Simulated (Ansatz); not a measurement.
Nudged elastic band of GaH₂Cl₂O (part 2 of 2)

Continued. System: GaH₂Cl₂O, multiplicity 2. Method: UKS BLYP/def2-SVP (Ansatz 0.2.0). The run did not end well. It belongs to a series of runs on one base structure; here: band between the two ends.

Geometry of the input (Å):
```
Ga -0.3455  -0.7802  0.0391
H  0.6255  0.3145  2.1107
Cl 1.7502  0.1051  -0.1125
Cl -2.0198  0.3838  -0.8663
O  -0.2937  -0.0433  2.1812
H  -0.2311  -0.7809  2.8249
```

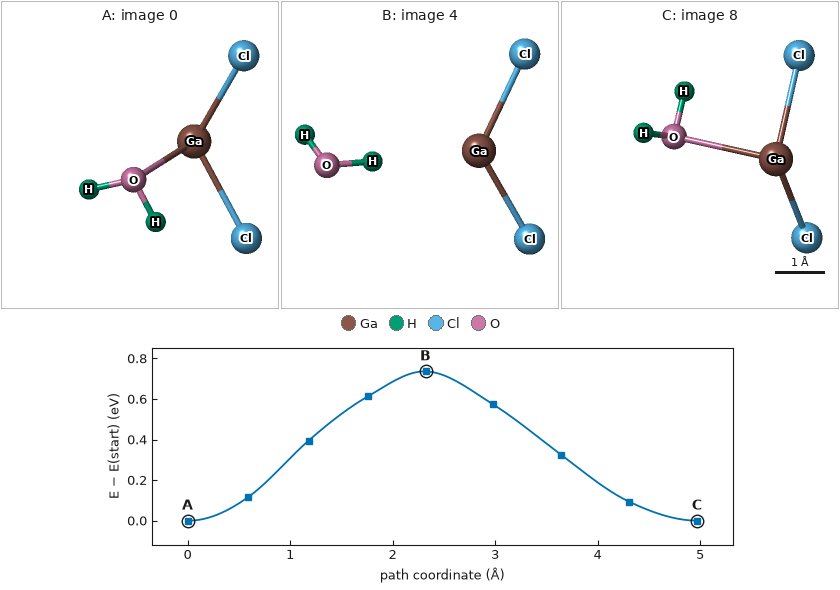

*Images of the last band (counted from 0; ball-and-stick, seen at a tilt) above the energy along the path; the line is a cubic interpolation that uses the forces.*

The highest image is number 4, 0.736 eV above the start and 0.736 eV above the end (the climbing image); start and end have the same energy. The path is 4.97 Å long. The band had not converged after 60 iterations.

```
Unfinished report: {"positions_ang":[[0.013966491360081483,0.007451490631001784,-0.1507508713668031],[0.0003385583274264387,-0.026260270760840806,2.18673902648486],[1.977159913905435,0.002530189425247354,-1.170578880855162],[-1.9280006254962643,0.1476055693183034,-1.2056265301981894],[-0.016383034654329852,-0.07187097439143307,3.1751450038704867],[-0.5614812934423488,-0.8605570042222783,3.3421722520648087]],"unchecked":["starts","cluster_reference","orbital_swaps","neighbouring_geometries","increment"],"mean_field":{"relativity":"none","state":{"energy":{"ev":-79489.85276129228,"hartree":-2921.1982088201084},"converged":true,"gradient_ev":0.000017060235512668354,"stability":{"kind":"minimum","curvature_ev":13.67420146062376},"curvature_floor_ev":0.00030000000000000003,"spin_squared":0.7514243048057594},"others":[],"fillings":{"estimated":0,"unestimated":0,"tried":0,"untried":0,"excluded_magnetic_sites":0},"n_dropped_functions":0,"n_trapped_functions":0,"passes":{"evaluations":3,"products":22},"factors":{"origin":"density fitting in generated functions","count":1004,"bound_ev":null},"gradient_stop_ev":0.00009,"reference_kind":"stationary","functional":{"name":"BLYP","citations":["Becke, Phys. Rev. A 38, 3098 (1988) doi:10.1103/PhysRevA.38.3098","Lee, Yang & Parr, Phys. Rev. B 37, 785 (1988) doi:10.1103/PhysRevB.37.785"],"text":"name \"BLYP\"\ncite \"Becke, Phys. Rev. A 38, 3098 (1988) doi:10.1103/PhysRevA.38.3098\"\ncite \"Lee, Yang & Parr, Phys. Rev. B 37, 785 (1988) doi:10.1103/PhysRevB.37.785\"\nparameter beta = 0.0042\nparameter a = 0.04918\nparameter b = 0.132\nparameter c = 0.2533\nparameter d = 0.349\nexchange = b88_x(beta = beta)\ncorrelation = lyp_c(a = a, b = b, c = c, d = d)\n","parameters":{"a":{"value":0.04918,"default":0.04918},"b":{"value":0.132,"default":0.132},"beta":{"value":0.0042,"default":0.0042},"c":{"value":0.2533,"default":0.2533},"d":{"value":0.349,"default":0.349}},"final_grid":{"core_spheres":13.0,"valence_spheres":11.0,"degree":36.0},"final_grid_parameter_source":"default","radial_points_factor":1.0,"radial_grid_error_ev":9.346635839739679e-7,"grid_sensitivity":"normal","grid_sensitivity_ratio":0.0018663373341989008},"unsmoothed_excess_ev":-0.00032684410156733805,"symmetry":{"irreps":["A"],"axes":[[0.999911290193478,0.005003763386362163,0.012343990261956605],[-0.005189447754366967,0.9998731760668348,0.015056606989123174],[-0.012267085049785614,-0.01511932981297513,0.9998104442795083]],"occupied":[{"A":38},{"A":37}]},"density_repulsion":{"missed_ev":0.00002587828868921734,"excess_ev":0.00002587828868921734,"most_excess_ev":0.000975,"are_drawn_again":false,"n_first_factors":1004,"energy_change_ev":0.0,"n_dropped_ends":0},"direct_passes":"host"},"factors":{"origin":"density fitting in generated functions","count":1004,"bound_ev":null},"n_frozen":0,"n_occupied":[38,37],"n_virtual":[54,55],"reference":{"ev":-79489.85276129228,"hartree":-2921.1982088201084},"total":{"ev":-79489.85276129228,"hartree":-2921.1982088201084},"forces_ev_per_angstrom":[[-0.001813838735292018,-0.016839405645010262,-0.03101304492167545],[0.029042298177716915,0.04966286431497048,0.266827456828337],[-0.012161050657052372,0.00048675208065159317,-0.05346567679618419],[0.008169586570311109,-0.00048821872462622286,-0.04680974399492696],[0.1406733202456376,0.2040523411375541,-0.17114275712202703],[-0.1639103155889993,-0.23687433312796097,0.035603765999785465]],"charge_distribution":{"dipole_moment_e_ang":[-0.1619069627385097,-0.24957245586968302,0.008357255863045199],"mulliken_charges_e":[0.31059072498348783,0.12327198966375963,-0.1619004333652967,-0.16599784229284964,-0.24847647664052452,0.14251203765144072],"lowdin_charges_e":[-0.4306339219344757,-0.09375500705817208,0.2231660872420953,0.21855083637271733,0.10499625481633501,-0.022324249438475885]},"n_threads":4,"memory_gib":4.261363637633622,"seconds":{"hamiltonian":1.109746494,"orbitals":0.0,"second_order":0.0,"solver_start":0.0,"cycles":0.0,"cycle":0.0,"perturbative":0.0,"full_ci_increment":0.0,"forces":0.0}}
this run last wrote the band of iteration 60 to [file]
Error: NEB band did not converge after 60 iterations: max|band force component| = 2.66e-1 eV/Å (threshold 5.0e-2); raise `neb.max_iterations` in a new run, which can start from the last band evaluated (`neb.initial_path`, with `crystal.atoms` and `neb.final_atoms` set to its first and last images), add images, or start from endpoints closer to local minima. Where this run's directory can be resumed (`checkpoint.write`), a resume goes on for up to `neb.max_iterations` more; to start a new run from the last band, take its images' positions from the `neb_iteration` event of iteration 60 (`data.images[].positions_ang`), in the event stream of the run that computed that iteration (not this run's, if it was resumed behind it). With `checkpoint.write`, `steps/00-neb/state/checkpoint.json` in the run directory holds the last saved band, under `neb.evaluated.images[].positions_ang` (a band under a hybrid functional on support functions is neither saved nor resumed: `neb.initial_path` says where its path is): check the last entry of `neb.iterations` there, which is earlier than 60 if that iteration was not saved or its write failed. If the band's step has no `state` directory and holds `state.next`, a write was cut short, and the file is under `state.next` instead (behind a loss of power it can be under `state.prev`)
this run wrote the band of iteration 60 to [file] as well, whether or not its events were kept: a new run's `neb.initial_path` can list its `images[].positions_ang`
a run's events are kept only if it was started with --events-out <file>, and are in that file
```

The last band as extended XYZ (Å, eV, eV/Å):
```
6
Properties=species:S:1:pos:R:3:forces:R:3 image=0 energy=-79490.58847
Ga   -0.3455   -0.7802    0.0391    0.0139  -0.0165  -0.0058
H     0.6255    0.3145    2.1107   -0.0081  -0.0104  -0.0035
Cl    1.7502    0.1051   -0.1125    0.0078   0.0041  -0.0083
Cl   -2.0198    0.3838   -0.8663   -0.0070   0.0106   0.0020
O    -0.2937   -0.0433    2.1812   -0.0103   0.0004   0.0145
H    -0.2311   -0.7809    2.8249    0.0038   0.0117   0.0011
6
Properties=species:S:1:pos:R:3:forces:R:3 image=1 energy=-79490.47133
Ga   -0.2945   -0.6475   -0.0136   -0.0659  -0.1482   0.0533
H     0.6640    0.1912    2.3444    0.0790   0.0935   0.1188
Cl    1.7752    0.1310   -0.4825   -0.0839   0.0266   0.1797
Cl   -2.0199    0.3250   -1.0463    0.0020   0.0486   0.0645
O    -0.2968   -0.0022    2.4011    0.0852  -0.0345  -0.3128
H    -0.3424   -0.7986    2.9741   -0.0164   0.0139  -0.1035
6
Properties=species:S:1:pos:R:3:forces:R:3 image=2 energy=-79490.19361
Ga   -0.2086   -0.4373   -0.0749   -0.0911  -0.1837   0.0280
H     0.5867    0.0323    2.3515    0.2535   0.0581   0.2750
Cl    1.8547    0.1057   -0.7917   -0.0841   0.0553   0.0983
Cl   -2.0154    0.2745   -1.1550   -0.0131   0.0660  -0.0186
O    -0.3127    0.0622    2.7363   -0.0557  -0.0011  -0.3097
H    -0.4191   -0.8385    3.1110   -0.0096   0.0052  -0.0729
6
Properties=species:S:1:pos:R:3:forces:R:3 image=3 energy=-79489.97617
Ga   -0.0962   -0.1742   -0.1051   -0.0456  -0.0420   0.0145
H     0.3681   -0.0719    2.2538    0.2991  -0.0506   0.1836
Cl    1.9233    0.0416   -1.0301   -0.0495   0.0233  -0.0345
Cl   -1.9821    0.2100   -1.1970   -0.0067   0.0201  -0.0542
O    -0.2273    0.0555    3.0231   -0.1857   0.0620  -0.0847
H    -0.5000   -0.8621    3.2324   -0.0116  -0.0129  -0.0246
6
Properties=species:S:1:pos:R:3:forces:R:3 image=4 energy=-79489.85243
Ga    0.0140    0.0075   -0.1508   -0.0018  -0.0168  -0.0310
H     0.0003   -0.0263    2.1867    0.0290   0.0497   0.2668
Cl    1.9772    0.0025   -1.1706   -0.0122   0.0005  -0.0535
Cl   -1.9280    0.1476   -1.2056    0.0082  -0.0005  -0.0468
O    -0.0164   -0.0719    3.1751    0.1407   0.2041  -0.1711
H    -0.5615   -0.8606    3.3422   -0.1639  -0.2369   0.0356
6
Properties=species:S:1:pos:R:3:forces:R:3 image=5 energy=-79490.01474
Ga    0.0751    0.1332   -0.0683    0.0233   0.0084   0.0293
H    -0.1227    0.3511    2.3112   -0.1194   0.2567   0.2091
Cl    1.9767   -0.1720   -1.1619   -0.0109  -0.0370  -0.0486
Cl   -1.9289    0.0068   -1.0380    0.0281  -0.0487  -0.0288
O     0.1499   -0.2977    2.9958    0.1326  -0.1732  -0.1331
H    -0.6645   -0.8224    3.1382   -0.0538  -0.0062  -0.0278
6
Properties=species:S:1:pos:R:3:forces:R:3 image=6 energy=-79490.26261
Ga    0.1235    0.2997    0.0147    0.0200   0.0825   0.0465
H    -0.0747    0.5488    2.5254   -0.0036   0.1574   0.2890
Cl    1.9492   -0.3405   -1.0889   -0.0251  -0.0785   0.0087
Cl   -1.9257   -0.1126   -0.7915    0.0275  -0.0856   0.0346
O     0.1375   -0.4022    2.6277   -0.0279  -0.0602  -0.3007
H    -0.7243   -0.7942    2.8897    0.0091  -0.0157  -0.0780
6
Properties=species:S:1:pos:R:3:forces:R:3 image=7 energy=-79490.49426
Ga    0.1408    0.4506    0.0714   -0.0033   0.0732   0.0106
H     0.0264    0.5453    2.7327    0.0356  -0.0500   0.1233
Cl    1.9004   -0.4724   -0.9534   -0.0298  -0.0584   0.0568
Cl   -1.9258   -0.2158   -0.5124    0.0116  -0.0600   0.0585
O     0.1032   -0.3418    2.3190    0.0231   0.1262  -0.1272
H    -0.7594   -0.7670    2.5199   -0.0371  -0.0310  -0.1219
6
Properties=species:S:1:pos:R:3:forces:R:3 image=8 energy=-79490.58862
Ga    0.1866    0.5527    0.0660   -0.0058   0.0041  -0.0087
H     0.0252    0.4469    2.8523    0.0115   0.0112   0.0104
Cl    1.8751   -0.5841   -0.8496    0.0007  -0.0015   0.0036
Cl   -1.9051   -0.3291   -0.1536    0.0041   0.0009   0.0021
O     0.1095   -0.2634    2.1816   -0.0168  -0.0085   0.0004
H    -0.8056   -0.6241    2.0804    0.0064  -0.0062  -0.0079
```

Outcome:

```tsv
quantity	value
outcome	not converged
barrier, forward (band not converged)	0.736 eV
barrier, backward	0.736 eV
wall time	7.8 min (CPU time 30 min)
peak memory	0.21 GiB
```

The run did not converge: “NEB band did not converge after 60 iterations: max|band force component| = 2.66e-1 eV/Å (threshold 5.0e-2); raise `neb.max_iterations` in a new run, which can start from the last band evaluated (`neb.initial_path`, with `crystal.atoms` and `neb.final_atoms` set to its first and last images), add images, or start from endpoints closer to local minima …” Its last values are not results.
